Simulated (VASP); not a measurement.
Band structure of AgI (zinc blende). These are PBE GGA with D3 dispersion (Becke-Johnson damping), VASP's PBE PAW potentials (set 64) (plane waves; VASP) values and carry that method's errors.

Unless said otherwise, spin-orbit coupling is left out, though it shifts the bands of the heavy elements here.

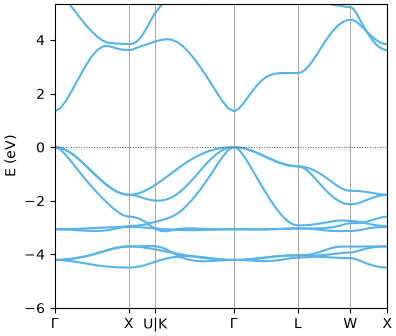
Figure: Bands along high-symmetry lines, zero at the valence-band maximum or, without a gap, the Fermi level

Problem. Read the plot: is there a gap, and where are the band edges?

Solution. The gap is direct, 1.34 eV, from the valence maximum at Γ to the conduction minimum at Γ. (Edges off the drawn lines would not show.)

The compound is AgI in the zinc blende structure, whereas wurtzite is the usual form. It was relaxed first.
